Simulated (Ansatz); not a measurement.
**B2PLYP/cc-pVDZ run of C2H6Si (SMILES CC[SiH])**

What is the energy change on altering one bond length of C2H6Si at B2PLYP/cc-pVDZ? 

The calculation is run with Ansatz 0.2.0.

60 further runs of the same task are left out: 60 set aside as unsound or not needed.

### 1 The molecule

C2H6Si: 9 atoms, total charge 0, spin state singlet. SMILES: `CC[SiH]`. The shape is that of a PBE0-D4/def2-TZVP optimisation. This is one conformer, not always the lowest.

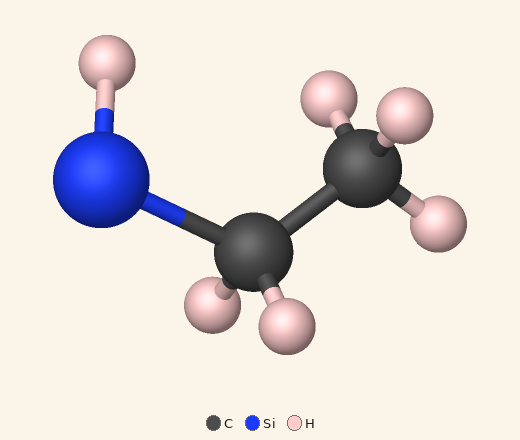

Viewed from a chosen angle; carbon dark grey, silicon blue, hydrogen pink.

### 2 The energy at B2PLYP/cc-pVDZ

Input file molecule.yaml:

```yaml
crystal:
  periodic: [false, false, false]
  atoms:
    - {symbol: C, position_ang: [-0.593600, 0.495600, -0.562700]}
    - {symbol: C, position_ang: [0.423400, -0.563800, -0.158900]}
    - {symbol: Si, position_ang: [1.475100, -0.358700, 1.398700]}
    - {symbol: H, position_ang: [-1.208900, 0.173100, -1.407700]}
    - {symbol: H, position_ang: [-0.098000, 1.423000, -0.860500]}
    - {symbol: H, position_ang: [-1.258400, 0.736300, 0.269500]}
    - {symbol: H, position_ang: [1.051000, -0.864800, -1.004300]}
    - {symbol: H, position_ang: [-0.103000, -1.497700, 0.133400]}
    - {symbol: H, position_ang: [0.401100, 0.410600, 2.175300]}
basis:
  gaussian: {orbitals: cc-pVDZ}
hamiltonian: {xc: {name: B2PLYP}}
correlation: {frozen_orbitals: {C: 1, H: 0, Si: 5}}
accuracy: high
output: {orbitals: {seedname: orbitals}}
```

Started as:

```console
$ ansatz run molecule.yaml --threads 1 --pin off --max-ram 3480MiB --events-out events.jsonl --progress --plain --runs-dir runs
```

The log of the run:

```text
Warning: RAYON_NUM_THREADS=1 ignored (pool sized by the plan → 1); use --threads N
Functional definition: B2PLYP
  name "B2PLYP"
  parameter a = 0.53
  parameter c = 0.27
  exchange = (1 - a)*b88_x + a*exact_x
  correlation = (1 - c)*lyp_c + c*(mp2_os + mp2_ss)
1848 factors; integrals over basis functions are off by at most 3.7e-9 eV
mean field evaluation 1: about -10034.3457 eV, gradient 3.8e1 eV
mean field evaluation 2: about -10034.3441 eV, gradient 3.8e1 eV
mean field evaluation 4: about -10038.0448 eV, gradient 2.1e0 eV
mean field evaluation 8: about -10038.0590 eV, gradient 2.6e-2 eV
mean field evaluation 16: about -10038.0590 eV, gradient 1.2e-5 eV
mean field -10038.05900769 eV, -368.8918644917 hartree, gradient 6.0e-8 eV, S^2 0.000000; 0 other end points of the search recorded, 0 dependent functions left out
7 core orbitals not correlated: weight in the atoms' cores, before any rotation towards them, 1.000 or more for the frozen orbitals, at most 0.000 for the correlated occupied ones
reference -10038.05903259 eV, -368.8918654070 hartree; 9, 9 occupied and 60, 60 virtual orbitals, 1848 factors
second order -12.59855939 eV of doubles, -0.00000000 eV of singles
Total energy: -10041.46064363 eV, -369.0168723069 hartree
```

Run time: 9.6 s. Hardware: 1 thread of Arm Neoverse V1, shared host; peak memory 0.23 GiB.

### 3 The distorted shape at the same level

Input file in.yaml:

```yaml
crystal:
  periodic: [false, false, false]
  atoms:
    - {symbol: C, position_ang: [-0.909087, 0.434075, -1.029946]}
    - {symbol: C, position_ang: [0.107913, -0.625325, -0.626146]}
    - {symbol: Si, position_ang: [1.475100, -0.358700, 1.398700]}
    - {symbol: H, position_ang: [-1.524387, 0.111575, -1.874946]}
    - {symbol: H, position_ang: [-0.413487, 1.361475, -1.327746]}
    - {symbol: H, position_ang: [-1.573887, 0.674775, -0.197746]}
    - {symbol: H, position_ang: [0.735513, -0.926325, -1.471546]}
    - {symbol: H, position_ang: [-0.418487, -1.559225, -0.333846]}
    - {symbol: H, position_ang: [0.401100, 0.410600, 2.175300]}
basis:
  gaussian:
    orbitals: cc-pVDZ
hamiltonian:
  xc: {name: B2PLYP}
correlation:
  frozen_orbitals: {C: 1, H: 0, Si: 5}
accuracy: high
output: {orbitals: {seedname: orbitals}}
```

Started as:

```console
$ ansatz run in.yaml --threads 1 --pin off --max-ram 3480MiB --events-out events.jsonl --progress --plain --runs-dir runs
```

The log of the run, shortened:

```text
Warning: RAYON_NUM_THREADS=1 ignored (pool sized by the plan → 1); use --threads N
[... 2 set-up lines as earlier in the session ...]
[...]
1827 factors; integrals over basis functions are off by at most 3.7e-9 eV
[...]
mean field -10036.94838331 eV, -368.8510497988 hartree, gradient 2.8e-8 eV, S^2 0.000000; 0 other end points of the search recorded, 0 dependent functions left out; unrestricted orbitals would lower it
7 core orbitals not correlated: weight in the atoms' cores, before any rotation towards them, 1.000 or more for the frozen orbitals, at most 0.000 for the correlated occupied ones
reference -10036.94840927 eV, -368.8510507525 hartree; 9, 9 occupied and 60, 60 virtual orbitals, 1827 factors
second order -12.82863366 eV of doubles, -0.00000000 eV of singles
Total energy: -10040.41214035 eV, -368.9783405223 hartree
```

It took 12 s on 1 thread of Arm Neoverse V1, shared host; peak memory 0.23 GiB.

### 4 Summary of results

Level: B2PLYP/cc-pVDZ, 7 core orbitals frozen.

| quantity | value |
| --- | --- |
| first shape: total energy | -369.01687 Eh |
| first shape: HOMO energy (SCF part's orbitals) | -7.04 eV |
| first shape: LUMO energy (SCF part's orbitals) | -1.13 eV |
| first shape: HOMO–LUMO gap (SCF part's orbitals) | 5.91 eV |
| distorted shape: total energy | -368.97834 Eh |
| distorted shape: HOMO energy (SCF part's orbitals) | -6.91 eV |
| distorted shape: LUMO energy (SCF part's orbitals) | -1.66 eV |
| distorted shape: HOMO–LUMO gap (SCF part's orbitals) | 5.25 eV |
| energy change with the C2–Si3 bond stretched from 1.891 to 2.458 Å | 1.049 eV |

With the C2–Si3 bond stretched from 1.891 to 2.458 Å the energy rises by 1.05 eV (101 kJ/mol). The first shape isn't relaxed at this level, so the change isn't measured from a minimum. The restricted solution (distorted shape) is unstable to spin breaking: an unrestricted one lies lower.
